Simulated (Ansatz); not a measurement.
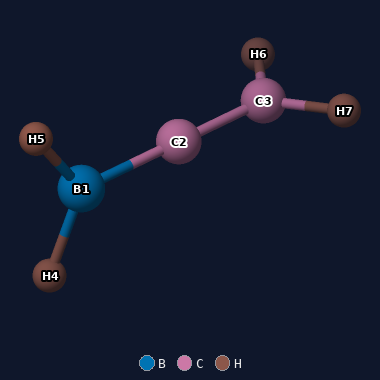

The system is C2H4B, SMILES B[C]=C, spin multiplicity 2; the picture shows the reference structure. 
- Coordinates scanned: (1) umbrella angle at B1 (between each of its bonds and their common axis; 90 is planar); (2) change of the bonds B1–C2, B1–H4, B1–H5, all alike.
- Nothing is relaxed (all other coordinates rigid).
- The scan uses a 13 × 13 grid; 116 points were computed and 53 follow by symmetry.
- Points are written as (first, second).
- Energies: kJ/mol, counted from the relaxed molecule at the same level.
- The calculation used UKS PBE0-D4/def2-TZVP in Ansatz.

Its coordinates:

```yaml
atoms:
  - { symbol: B, position_ang: [-1.0806, 0.4266, -0.7772] }
  - { symbol: C, position_ang: [0.0676, -0.0267, 0.0486] }
  - { symbol: C, position_ang: [1.0672, -0.4212, 0.7675] }
  - { symbol: H, position_ang: [-2.1206, -0.1588, -0.7130] }
  - { symbol: H, position_ang: [-0.9526, 1.3718, -1.4971] }
  - { symbol: H, position_ang: [1.7449, -1.2023, 0.4254] }
  - { symbol: H, position_ang: [1.2740, 0.0106, 1.7457] }
```

Range: umbrella angle at B1 (between each of its bonds and their common axis; 90 is planar) from 66 to 114°; change of the bonds B1–C2, B1–H4, B1–H5, all alike from −0.142 to 0.220 Å.

Q: What will the energy surface look like?

A: The lowest grid point is at (90°, 0.009 Å), 0.32 kJ/mol from the relaxed molecule at the same level. No other kind of well shows on this grid. The highest grid point, (66°, 0.220 Å), lies 230 kJ/mol above the lowest. Round the minimum the two coordinates are nearly uncoupled.

| second ↓, first → | 66 | 70 | 74 | 78 | 82 | 86 | 90 | 94 | 98 | 102 | 106 | 110 | 114 |
| --- | --- | --- | --- | --- | --- | --- | --- | --- | --- | --- | --- | --- | --- |
| 0.220 | 231 | 203 | 180 | 162 | 148 | 140 | 137 | 140 | 148 | 162 | 180 | 203 | 231 |
| 0.189 | 203 | 174 | 150 | 131 | 117 | 109 | 106 | 109 | 117 | 131 | 150 | 174 | 203 |
| 0.159 | 178 | 149 | 124 | 104 | 90 | 81 | 79 | 81 | 90 | 104 | 124 | 149 | 178 |
| 0.129 | 156 | 126 | 101 | 81 | 66 | 57 | 54 | 57 | 66 | 81 | 101 | 126 | 156 |
| 0.099 | 138 | 107 | 81 | 61 | 46 | 36 | 33 | 36 | 46 | 61 | 81 | 107 | 138 |
| 0.069 | 124 | 93 | 66 | 45 | 29 | 20 | 17 | 20 | 29 | 45 | 66 | 93 | 124 |
| 0.039 | 115 | 83 | 56 | 34 | 18 | 9 | 6 | 9 | 18 | 34 | 56 | 83 | 115 |
| 0.009 | 112 | 79 | 51 | 29 | 13 | 4 | 0 | 4 | 13 | 29 | 51 | 79 | 112 |
| −0.022 | 115 | 82 | 54 | 31 | 15 | 5 | 2 | 5 | 15 | 31 | 54 | 82 | 115 |
| −0.052 | 127 | 93 | 64 | 41 | 25 | 15 | 12 | 15 | 25 | 41 | 64 | 93 | 127 |
| −0.082 | 147 | 112 | 84 | 61 | 44 | 34 | 30 | 34 | 44 | 61 | 84 | 112 | 147 |
| −0.112 | 177 | 142 | 113 | 90 | 73 | 63 | 60 | 63 | 73 | 90 | 113 | 142 | 177 |
| −0.142 | 219 | 184 | 155 | 132 | 115 | 105 | 101 | 105 | 115 | 132 | 155 | 184 | 219 |

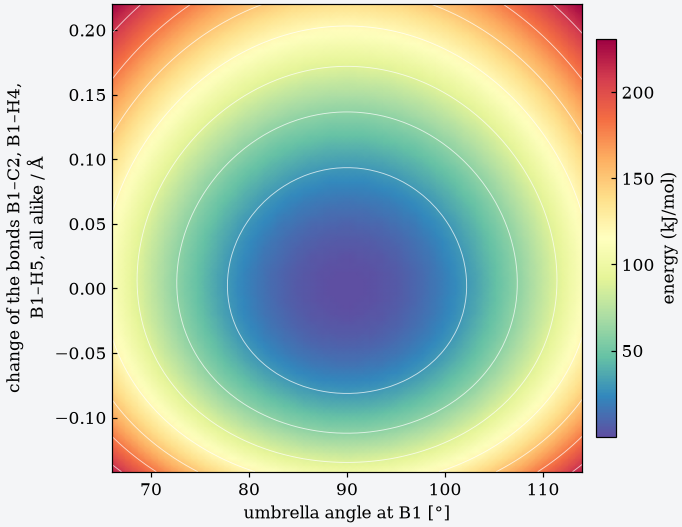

Drawn: a smooth colour map with a few white contour lines. Between grid points the surface is interpolated.

Time for the 116 points that were run: 9 min on 1 thread of Arm Neoverse V1 (shared host).
